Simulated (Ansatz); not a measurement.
V₂SO (space group P4/mmm, No. 123). Coordinates: coordinates from a relaxation with DFT PBE, scalar-relativistic, plane waves, PAW in Ansatz 0.2.0; the starting structure was generated, so it need not be a known form of this composition.

```yaml
crystal:
  lattice:
    - [3.30366, 0.00000, 0.00000]
    - [0.00000, 3.30366, 0.00000]
    - [0.00000, 0.00000, 4.64959]
  atoms:
    - { symbol: V, position: [0.00000, 0.00000, 0.50000] }
    - { symbol: V, position: [0.50000, 0.50000, 0.00000] }
    - { symbol: S, position: [0.00000, 0.00000, 0.00000] }
    - { symbol: O, position: [0.50000, 0.50000, 0.50000] }
```

Describe how the polyhedra about V are linked (bonds: O–V below 2.6 Å and S–V below 2.6 Å).

V(1b): VS2O4 octahedron, sharing corners with six neighbours and edges with twelve neighbours; V(1c): VS4O2 octahedron, sharing edges with twelve neighbours and corners with six neighbours.

They form a three-dimensional framework of corner- and edge-sharing octahedra.

Centre to centre across a shared corner: 4.65 to 4.67 Å; across a shared edge: 3.30 to 3.30 Å.

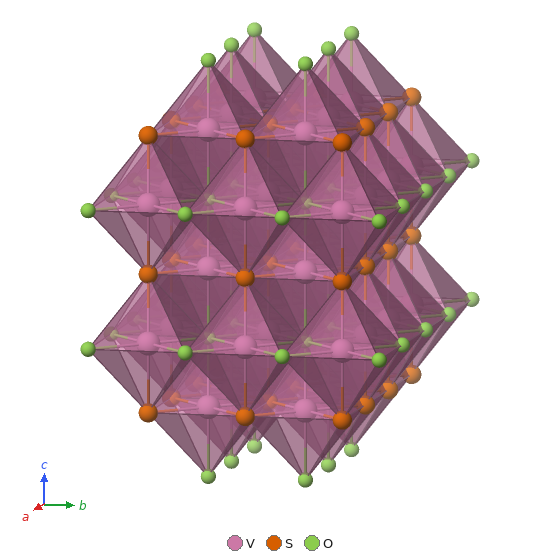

Polyhedra are drawn about V (bonds: O–V below 2.6 Å and S–V below 2.6 Å); other atoms are plain spheres.
